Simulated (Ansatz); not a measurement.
The figure comes from a scan of NaCl (rock salt): one Na atom of a 2-atom cell moves by s along Cartesian [110], with its periodic images. Method: PBE (plane waves to 420 eV, PAW, scalar-relativistic; Ansatz, a first-principles code). k mesh 8×8×8 (Γ-centred), Fermi-Dirac smearing 0.05 eV. E stands for the smeared free energy. NaCl was relaxed with its symmetry unable to fall. The zero of ΔE is the undisplaced structure.

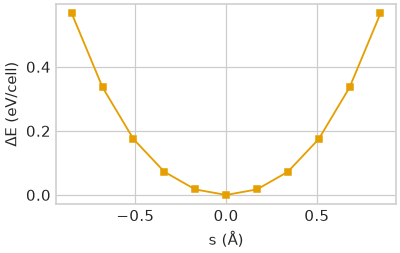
Figure. ΔE (eV/cell) against s (Å); markers are the computed points, lines only join them.

### Question
Read the plotted values off the figure, to the accuracy that the plot allows.

### Answer
To the nearest 0.01:

| s (Å) | ΔE (eV/cell) |
|---|---|
| -0.850 | 0.57 |
| -0.680 | 0.34 |
| -0.510 | 0.17 |
| -0.340 | 0.07 |
| -0.170 | 0.02 |
| 0.000 | 0.00 |
| 0.170 | 0.02 |
| 0.340 | 0.07 |
| 0.510 | 0.17 |
| 0.680 | 0.34 |
| 0.850 | 0.57 |

(A displaced cell: forces are minus the slopes of the energy, force constants its curvatures, and phonons follow from these.)
